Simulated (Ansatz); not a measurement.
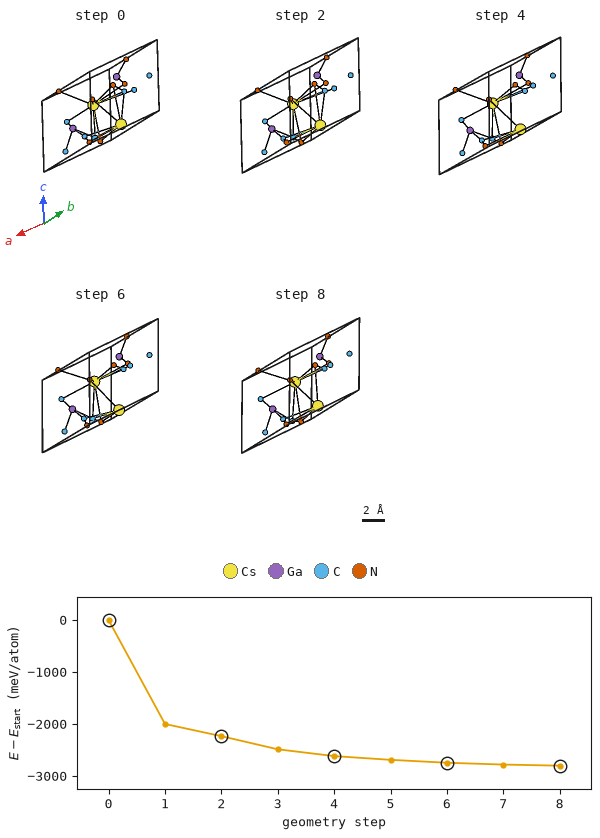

Frames of a relaxation of a crystal of CsGaC3N3 (a generated structure, set up in P1) (coarse preliminary run), marked on the history of the run. A ball-and-stick model of the cell of the calculation, reduced to other axes (origin shifted), seen from a free direction. Lengths and directions refer to the drawn axes.

The calculation used DFT PBE, scalar-relativistic, plane waves, PAW (Ansatz 0.2.0). Settings: plane-wave cutoff 420 eV; k-point mesh 4 × 4 × 4; occupations gaussian; smearing width 0.2 eV; no spin polarisation; cell and atoms relaxed; force threshold 0.025 eV/Å; at most 60 steps.

> Describe the path.

The run was cut off at its time limit before the relaxation converged, so the last structure is only a point on the way. After 8 geometry steps the energy has fallen by 2800 meV per atom. Largest force component: 210 eV/Å at the start, 1.6 eV/Å at the end. Pressure: 33.27 GPa at the start and 0.31 GPa at the end. A C atom moves most relative to the cell: 0.64 Å along [2 −1 3]. Largest moves by element: C 0.64 Å, Cs 0.51 Å, Ga 0.38 Å, N 0.27 Å. The drawn cell changes as follows: a 7.320 → 7.660 Å (+4.6 %), b 7.554 → 7.365 Å (−2.5 %), c 7.659 → 7.818 Å (+2.1 %), α 92.4° → 91.1°, β 118.4° → 121.3°; the volume changes by +0.9 %. Some distances before and after: C–N 1.892 → 1.206 Å, C–Ga 1.389 → 2.065 Å, Cs–N 3.471 → 4.129 Å, Cs–N 4.348 → 3.720 Å. New bonds form, among them: C–N (1.89 → 1.21 Å). Among the angles between lasting bonds that change: Cs–N–C 91.3° → 71.0°, N–Ga–N 68.2° → 88.1°, Cs–C–N 106.2° → 86.7°. The space group stays P1 (No. 1). The run took 9.7 min on 1 thread of Intel(R) Xeon(R) 6975P-C (Granite Rapids), with other jobs on the host, peak memory 1 GiB. From step 0 to 2: an N atom moves most (0.21 Å), volume +4.5 %, energy −2233 meV per atom. From step 2 to 4: a Cs atom moves most (0.41 Å), volume +2.8 %, energy −383 meV per atom. From step 4 to 6: a Cs atom moves most (0.24 Å), volume −8.4 %, energy −128 meV per atom. From step 6 to 8: a Cs atom moves most (0.37 Å), volume +2.5 %, energy −56.1 meV per atom.
